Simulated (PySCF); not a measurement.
# F4Ga2H2S2 ((F2Ga-mu-SH)2): the cost of one run

Programs: PySCF 2.14.0, with routines of our own; each step states its level. All values are computed. Atoms count from 0.

### Step 1. The system as given

10 atoms, charge 0, multiplicity 1; geometry from: GFN2-xTB.

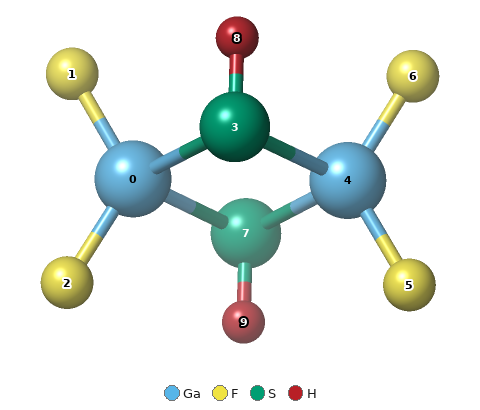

The starting geometry (gallium blue, fluorine yellow, sulfur teal, hydrogen red); sticks join atoms by distance alone.

### Step 2. Magnetic properties: GIAO B3LYP/def2-SVP

Job settings and geometry (Å):

```
{"job": {"kind": "mag", "xc": "B3LYP", "basis": "def2-SVP"}, "charge": 0, "multiplicity": 1}
Ga    -1.206800    -0.532060    -0.718910
F     -2.057820    -1.940610    -0.093610
F     -1.778440     0.244650    -2.191490
S      1.073670    -1.265240    -0.860490
Ga     1.203700     0.532620     0.723920
F      2.064840     1.938900     0.106930
F      1.765440    -0.253890     2.195520
S     -1.073170     1.275180     0.852780
H      0.870740    -2.148390     0.129960
H     -0.862170     2.148850    -0.144610
```

Level: GIAO B3LYP/def2-SVP magnetisability, rotational g tensor and spin-rotation constants, non-relativistic, gas phase.

Started as:

```sh
> OMP_NUM_THREADS=1 python excited_run.py task.json out
```

This one command runs all jobs of the session in turn.

**Question.** How long does this first job take on 1 thread of Arm Neoverse V2, shared host, and how much memory does it need?

About 42 s, with a peak of 0.85 GiB.
